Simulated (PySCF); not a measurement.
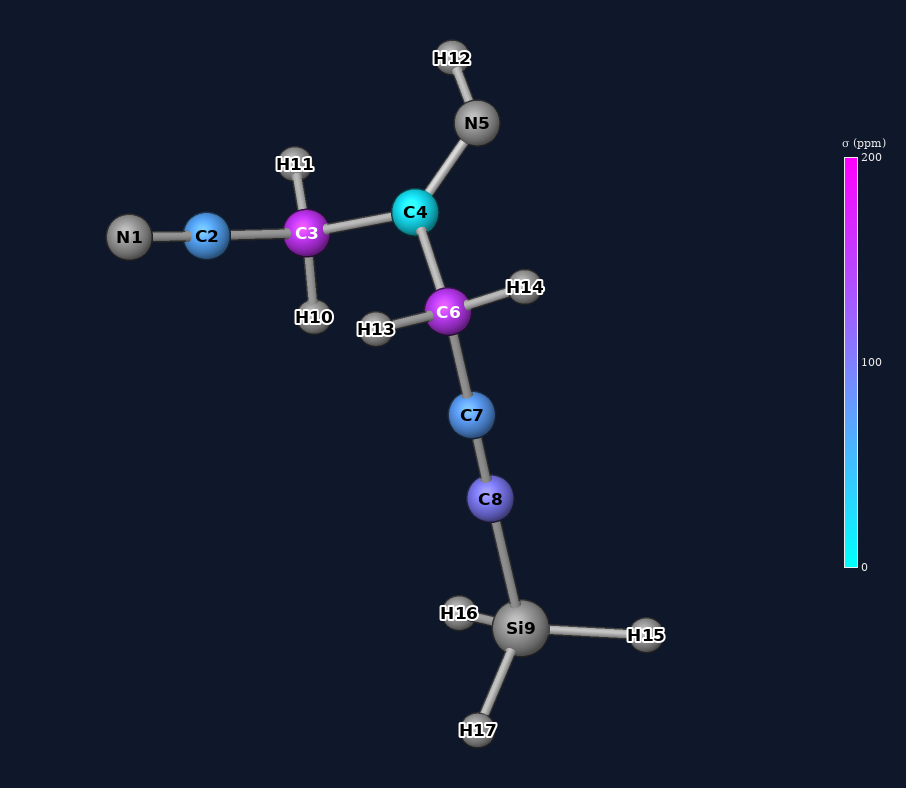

Atoms are coloured by their isotropic NMR shieldings (C only, the others grey). The geometry was computed by an optimisation with GFN2-xTB. No frequency run is at hand to confirm it as a minimum. Properties computed with GIAO PBE0/pcSseg-1 NMR shielding, non-relativistic, gas phase (PySCF 2.14.0).

List the isotropic NMR shieldings of the C atoms.

| atom | σ (ppm) |
| --- | --- |
| C2 | 67.5 |
| C3 | 157.9 |
| C4 | 17.1 |
| C6 | 153.7 |
| C7 | 73.3 |
| C8 | 101.5 |

The geometry is semi-empirical. Around Si such bond lengths and angles can be off by a tenth of an ångström or more and by several degrees, and values that hang on the shape move with them.
